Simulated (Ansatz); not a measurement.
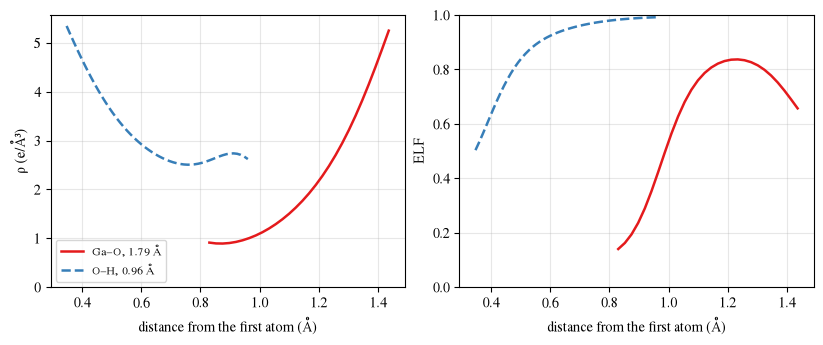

*GaH2O2 (SMILES [OH][Ga][OH]) (doublet). Electron density and ELF along straight lines between neighbouring atoms. The curves leave out the atomic cores.*

Geometry: PBE0-D4/def2-TZVP.

Computed with UKS PBE0-D4/def2-TZVPP (Ansatz 0.2.0).

The calculation's input:

```
crystal:
  periodic: [false, false, false]
  atoms:
    - {symbol: O, position_ang: [-0.370588, 0.021627, -1.274366]}
    - {symbol: Ga, position_ang: [-0.311704, -0.753846, 0.353630]}
    - {symbol: O, position_ang: [0.618216, 0.154908, 1.591083]}
    - {symbol: H, position_ang: [-0.867432, -0.464636, -1.936469]}
    - {symbol: H, position_ang: [0.981509, 0.968245, 1.224721]}
basis:
  gaussian: {orbitals: def2-TZVPP}
magnetization: {spin_polarized: true, initial_magnetization: 1}
hamiltonian: {xc: pbe0, dispersion: d4}
output: {orbitals: {seedname: orbitals}}
```

Command:

```sh
ansatz run in.yaml --threads 2 --pin off --events-out ev --progress --plain --max-ram 32768MiB --backend cpu
```

Question: Compare the contacts.

Answer: Ga–O (1.79 Å): the density is about 0.9 e/Å³ at the midpoint; the ELF peaks at about 0.85 in the valence shell of O, 0.6 Å from its nucleus, and is about 0.25 at the midpoint.
O–H (0.96 Å): ρ is about 3.8 e/Å³ halfway; the ELF climbs to about 1 towards the hydrogen, as it does in any bond to H (an ordinary covalent bond to hydrogen).
